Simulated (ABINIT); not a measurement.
**GaP (F-43m): G0W0 with ABINIT, start to end**

Wanted: ground state, empty states, screening and self-energy for GaP (F-43m).

Main program and level: ABINIT 10.8.3; PBE and many-body steps on it, plane waves.

**What was measured.**

- Gap 2.25 ± 0.04 eV: optical gap from Tauc plot (fundamental, indirect); spectroscopic ellipsometry, Tauc-Lorentz fit and Tauc plot; 300 K; film (GaP layer on Si reference sample) on Si (“Assessment of GaPSb/Si tandem material association properties for photoelectrochemical cells”, 2020, arxiv:2002.02774).

### 1. Starting point

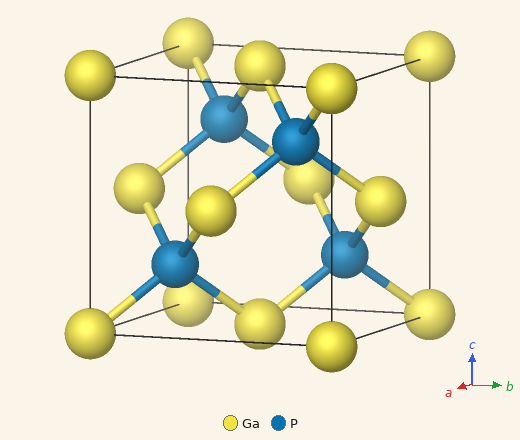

The cell as given, slightly off an axis (gallium yellow, phosphorus blue). This picture shows the conventional cell, with its axes. Bonds to atoms that aren't drawn are left out. Some periodic images of atoms are drawn too.

The cell and positions come from the Crystallography Open Database and are kept as given unless a step says otherwise.

### 2. Ground state

This step: ABINIT 10.8.3; DFT, PBE, plane waves, norm-conserving pseudopotentials.

The ground-state density comes first.

run.abi

```
acell 3*1.0 Angstrom
rprim 
  0.000000000000 2.725250000000 2.725250000000
  2.725250000000 0.000000000000 2.725250000000
  2.725250000000 2.725250000000 0.000000000000
ntypat 2
znucl 31 15
natom 2
typat 1 2
xred 
  0.000000000000 0.000000000000 0.000000000000
  0.250000000000 0.250000000000 0.250000000000
pp_dirpath "pseudos"
pseudos "Ga.upf, P.upf"
ecut 36
ngkpt 6 6 6
nshiftk 1
shiftk 0 0 0
kptopt 1
chksymbreak 0
nband 14
occopt 1
tolvrs 1e-10
nstep 60
prtwf 0
optforces 0
optstress 0
indata_prefix "in"
outdata_prefix "out"
tmpdata_prefix "tmp"
```

Run with:

```bash
OMP_NUM_THREADS=1 mpirun -n 4 abinit run.abi > log
```

Numbers of over 12 decimals in the logs are rounded to 6 here.

Output:

```text
.Version 10.8.3 of ABINIT. v10.8.2 released Aug 2026.

 Symmetries : space group F-4 3 m (#216); Bravais cF (face-center cubic)
================================================================================
 Values of the parameters that define the memory need of the present run
     intxc =       0    ionmov =       0      iscf =       7    lmnmax =       6
     lnmax =       6     mgfft =      40  mpssoang =       3    mqgrid =    3001
     natom =       2  nloc_mem =       1    nspden =       1   nspinor =       1
    nsppol =       1      nsym =      24    n1xccc =    2501    ntypat =       2
    occopt =       1   xclevel =       2
-    mband =          14        mffmem =           1         mkmem =           4
       mpw =        2838          nfft =       64000          nkpt =          16
================================================================================
  Rough estimation (10% accuracy) of disk space for files :
================================================================================

--------------------------------------------------------------------------------
------------- Echo of variables that govern the present computation ------------
--------------------------------------------------------------------------------
 -outvars: echo values of preprocessed input variables --------
            acell      1.8897261259E+00  1.8897261259E+00  1.8897261259E+00 Bohr

      chksymbreak           0
             ecut      3.60000000E+01 Hartree
-          fftalg         312

              ixc     -101130
              kpt      0.00000000E+00  0.00000000E+00  0.00000000E+00
                       1.66666667E-01  0.00000000E+00  0.00000000E+00
                       3.33333333E-01  0.00000000E+00  0.00000000E+00
                       5.00000000E-01  0.00000000E+00  0.00000000E+00
                       1.66666667E-01  1.66666667E-01  0.00000000E+00
                       3.33333333E-01  1.66666667E-01  0.00000000E+00
                       5.00000000E-01  1.66666667E-01  0.00000000E+00
                      -3.33333333E-01  1.66666667E-01  0.00000000E+00
                      -1.66666667E-01  1.66666667E-01  0.00000000E+00
   [... 5 further rows ...]
                      -3.33333333E-01  3.33333333E-01  1.66666667E-01
                      -3.33333333E-01  5.00000000E-01  1.66666667E-01
         kptrlatt        6    0    0      0    6    0      0    0    6
          kptrlen      4.36989965E+01
P           mkmem           4
            natom           2
            nband          14
            ngfft          40      40      40
             nkpt          16
            nstep          60
             nsym          24
           ntypat           2
              occ      2.000000  2.000000  2.000000  2.000000  2.000000  2.000000
                       2.000000  2.000000  2.000000  0.000000  0.000000  0.000000
                       0.000000  0.000000
        optforces           0
        optstress           0
            prtwf           0
            rprim      0.0000000000E+00  2.7252500000E+00  2.7252500000E+00
[...]
spgroup         216

           tolvrs      1.00000000E-10

             xred      0.0000000000E+00  0.0000000000E+00  0.0000000000E+00
[...]
znucl       31.00000   15.00000

================================================================================

 chkinp: Checking input parameters for consistency.

================================================================================
== DATASET  1 ==================================================================
-   mpi_nproc: 4, omp_nthreads: 1 (-1 if OMP is not activated)

--- !DatasetInfo
iteration_state: {dtset: 1, }
dimensions: {natom: 2, nkpt: 16, mband: 14, nsppol: 1, nspinor: 1, nspden: 1, mpw: 2838, }
cutoff_energies: {ecut:  36.0, pawecutdg:  -1.0, }
electrons: {nelect:   1.80000000E+01, charge:   0.00000000E+00, occopt:   1.00000000E+00, tsmear:   1.00000000E-02, }

 Real(R)+Recip(G) space primitive vectors, cartesian coordinates (Bohr,Bohr^-1):
 R(1)=  0.0000000  5.1499761  5.1499761  G(1)= -0.0970878  0.0970878  0.0970878
 R(2)=  5.1499761  0.0000000  5.1499761  G(2)=  0.0970878 -0.0970878  0.0970878
 R(3)=  5.1499761  5.1499761  0.0000000  G(3)=  0.0970878  0.0970878 -0.0970878
 Unit cell volume ucvol=  2.7317795E+02 bohr^3
 Angles (23,13,12)=  6.00000000E+01  6.00000000E+01  6.00000000E+01 degrees

 getcut: wavevector=  0.0000  0.0000  0.0000  ngfft=  40  40  40
         ecut(hartree)=     36.000   => boxcut(ratio)=   2.03340

--- Pseudopotential description ------------------------------------------------
- Ga Generated using ONCVPSP code by D. R. Hamann
- 31.00000  13.00000  171031                  znucl, zion, pspdat
12 -101130 2 -1 1902                          pspcod,pspxc,lmax,lloc,mmax
     nproj     2     2     2
  pspatm : epsatm=   24.69408211
         --- l  ekb(1:nproj) -->
[...]
pspatm: atomic psp has been read  and splines computed

- P Generated using ONCVPSP code by D. R. Hamann
- 15.00000   5.00000  171031                  znucl, zion, pspdat
12 -101130 2 -1 1298                          pspcod,pspxc,lmax,lloc,mmax
     nproj     2     2     2
  pspatm : epsatm=    8.05910421
         --- l  ekb(1:nproj) -->
[...]
2   -3.154982   -0.827415
 pspatm: atomic psp has been read  and splines computed

   5.89557354E+02                                ecore*ucvol(ha*bohr**3)
--------------------------------------------------------------------------------

_setup2: Arith. and geom. avg. npw (full set) are    2816.310    2816.284

================================================================================

--- !BeginCycle
iteration_state: {dtset: 1, }
solver: {iscf: 7, nstep: 60, nline: 4, wfoptalg: 0, }
tolerances: {tolvrs: 1.00E-10, }

     iter   Etot(hartree)      deltaE(h)  residm     vres2
 ETOT  1  -82.069182503693    -8.207E+01 5.145E-01 6.633E+02
 ETOT  2  -83.294299830852    -1.225E+00 3.073E-02 7.987E+02
 ETOT  3  -83.410311470397    -1.160E-01 1.119E-02 1.054E+02
 ETOT  4  -83.426585702737    -1.627E-02 1.638E-03 6.539E+00
 ETOT  5  -83.427639963948    -1.054E-03 1.266E-03 1.325E-02
 ETOT  6  -83.427642427321    -2.463E-06 3.348E-04 5.072E-04
 ETOT  7  -83.427642407429     1.989E-08 7.681E-04 5.166E-04
 ETOT  8  -83.427642492988    -8.556E-08 2.667E-04 5.232E-05
 ETOT  9  -83.427642502178    -9.191E-09 6.469E-04 1.989E-07
 ETOT 10  -83.427642502213    -3.470E-11 2.349E-04 9.223E-10
 ETOT 11  -83.427642502211     2.444E-12 5.336E-04 5.027E-11

 At SCF step   11       vres2   =  5.03E-11 < tolvrs=  1.00E-10 =>converged.

--- !ResultsGS
iteration_state: {dtset: 1, }
comment   : Summary of ground state results
lattice_vectors:
- [  0.0000000,   5.1499761,   5.1499761, ]
- [  5.1499761,   0.0000000,   5.1499761, ]
- [  5.1499761,   5.1499761,   0.0000000, ]
lattice_lengths: [   7.28317,    7.28317,    7.28317, ]
lattice_angles: [ 60.000,  60.000,  60.000, ] # degrees, (23, 13, 12)
lattice_volume:   2.7317795E+02
convergence: {deltae:  2.444E-12, res2:  5.027E-11, residm:  5.336E-04, diffor:  0.000E+00, }
etotal    :  -8.34276425E+01
entropy   :   0.00000000E+00
fermie    :   1.60120980E-01
cartesian_stress_tensor: null
pressure_GPa: null
xred      :
- [  0.0000E+00,   0.0000E+00,   0.0000E+00, Ga]
- [  2.5000E-01,   2.5000E-01,   2.5000E-01,  P]
cartesian_forces: null
force_length_stats: {min: null, max: null, mean: null, }

 Integrated electronic density in atomic spheres:
 ------------------------------------------------
 Atom  Sphere_radius  Integrated_density
    1        2.00000         10.82685581
    2        2.00000          2.78963156
================================================================================

 ----iterations are completed or convergence reached----

 Mean square residual over all n,k,spin=   28.474E-07; max=  53.362E-05
 reduced coordinates (array xred) for    2 atoms
       0.000000000000      0.000000000000      0.000000000000
       0.250000000000      0.250000000000      0.250000000000
 rms dE/dt=  0.0000E+00; max dE/dt=  0.0000E+00; dE/dt below (all hartree)
    1       0.000000000000      0.000000000000      0.000000000000
    2       0.000000000000      0.000000000000      0.000000000000

 cartesian coordinates (angstrom) at end:
    1      0.000000     0.000000     0.000000
    2      1.362625     1.362625     1.362625
 length scales=  1.889726125908  1.889726125908  1.889726125908 bohr
              =  1.000000000000  1.000000000000  1.000000000000 angstroms
 prteigrs : about to open file out_EIG
 Fermi (or HOMO) energy (hartree) =   0.16012   Average Vxc (hartree)=  -0.36115
 Eigenvalues (hartree) for nkpt=  16  k points:
 kpt#   1, nband= 14, wtk=  0.00463, kpt=  0.0000  0.0000  0.0000 (reduced coord)
  -0.37540   -0.37540   -0.37540   -0.37183   -0.37183   -0.29902    0.16012    0.16012
   0.16012    0.22689    0.30296    0.30296    0.30296    0.48389
 prteigrs : prtvol=0 or 1, do not print more k-points.

--- !EnergyTerms
iteration_state     : {dtset: 1, }
comment             : Components of total free energy in Hartree
kinetic             :  6.52456636626772E+01
hartree             :  2.61228703786236E+01
xc                  : -2.30140176287548E+01
Ewald energy        : -4.82388119106609E+01
psp_core            :  2.15814399552328E+00
local_psp           : -6.85147225574123E+01
non_local_psp       : -3.71867684422067E+01
total_energy        : -8.34276425022107E+01
total_energy_eV     : -2.27018180371928E+03
band_energy         : -3.95991297089404E+00

== END DATASET(S) ==============================================================
================================================================================

 -outvars: echo values of variables after computation  --------
           etotal     -8.3427642502E+01
            nband          14
             nkpt          16
          spgroup         216
 [... the other variables as echoed above ...]

 Calculation completed.
```

It took 6.9 s on 4 MPI ranks of Arm Neoverse V2, shared host; peak memory 0.29 GiB.

This step gave:

```yaml
total_energy: -2270.1818 eV
gap: 1.653 eV
k_of_the_valence_top: 0, 0, 0
k_of_the_conduction_bottom: 0.5, 0.5, 0
least_direct_gap: 1.817 eV
```

The gap is indirect, with the least direct gap 0.16 eV higher.

[end of part 1 of 3]

[Paths, hosts, dates, memory and timing lines, banners, echoed tables and standing remarks are left out of the program output.]

[Logs are printed without paths, hosts, clocks, repeated set-up lines and the standing remarks that a program may print on its own settings, such as how far it seeks lower states.]

[Runs of the session that timed out or met a known fault of the program may be left out.]

[Hosts, paths, dates, database ids (printed as entryN), source tags and the programs' standing remarks are cut or masked in the printed files.]

[G0W0 gaps are taken among the corrected bands and points alone; a level outside them can change the order at an edge.]

[Where Ansatz stands beside ABINIT at settings called matched, ABINIT's density can come from a denser mesh and the files from another edition; pairs whose starting gaps differed by over 0.03 eV were left out, so agreement reads better than it is.]
